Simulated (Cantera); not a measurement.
Input: 1 mol B₂H₆, 11 mol H₂O, equilibrated at 1973 K.

Method: chemical equilibrium by Gibbs-energy minimisation in Cantera with the NASA 1993 tables (ideal gas, pure condensed phases). Candidate condensed phases: B, B₂O₃, B₃O₃H₃, H₂O; 23 gas species. The feed counts by its element totals alone. The numbers say what is thermodynamically allowed, not how fast it happens.

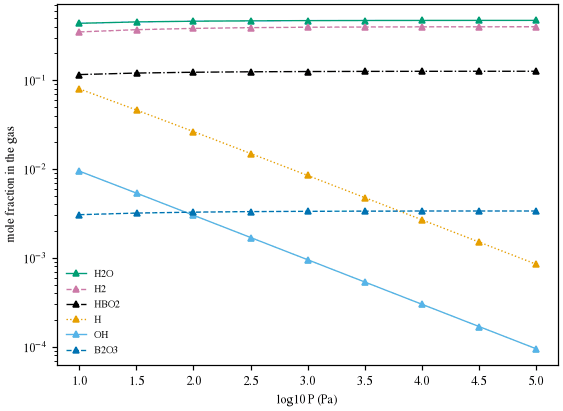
Figure. Equilibrium gas composition (values under 1e-9 drawn at 1e-9)

Question: Read off the mole fractions at 750 Torr.

Answer: H₂O about 0.47, H₂ about 0.40, HBO₂ about 0.13, B₂O₃ about 0.0034, H about 0.00085, OH about 9.5e-5.
